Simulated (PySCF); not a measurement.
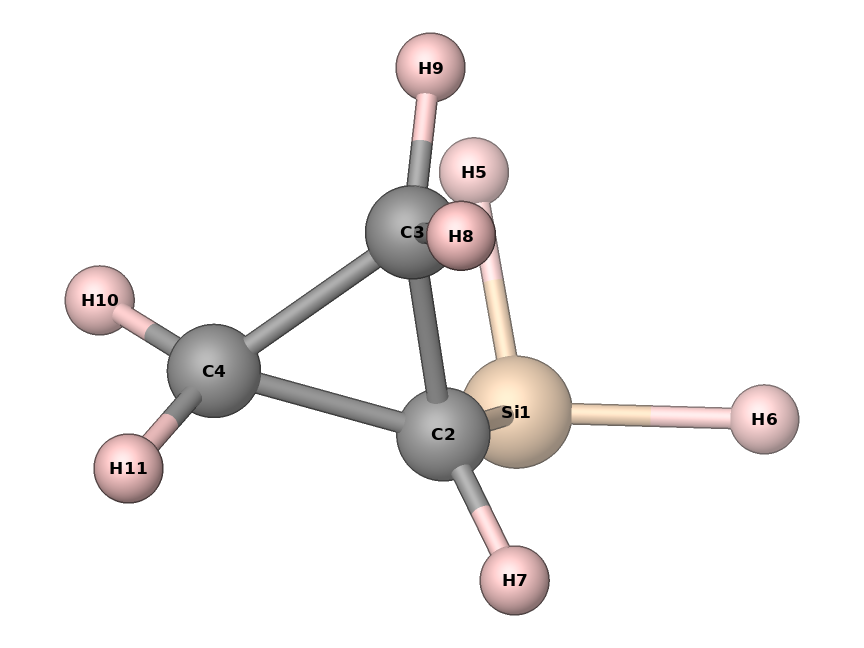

Si1 lies behind C2. The molecule seen a little off the C2–Si1 bond, C2 in front. Atoms fade into the background with distance from the viewer. State: charge −1, singlet. The geometry was computed by an optimisation with GFN2-xTB. No frequency run is at hand to confirm it as a minimum.

**What is the torsion angle C3–C2–Si1–H5? The sign is positive where the front bond must turn clockwise to cover the back bond.**

−13°, synperiplanar (eclipsed).
